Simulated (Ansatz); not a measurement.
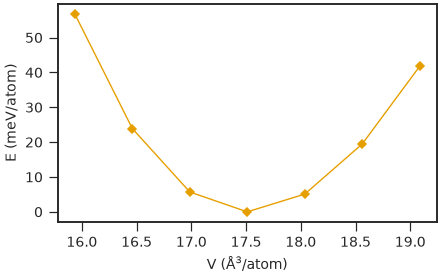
Figure: TiGe (rock salt, Fm-3m) under volume change, PBE (plane waves, PAW; program Ansatz), scaled uniformly.

**Question.** What does a third-order Birch–Murnaghan fit give for V₀, B₀ and B′?

**Answer.** V₀ = 17.51 Å³/atom, B₀ = 109 GPa, B′ = 4.1.

The cell is a constructed one: a structure type filled with these elements; neither database checked (COD, Materials Project) lists it. Its standing as an ambient phase is unchecked. The cell was relaxed with PBE under the symmetry of its start; its stability against distortions is not shown here. The run is not spin-polarised.

Potentials: the later of the program's two PAW sets.
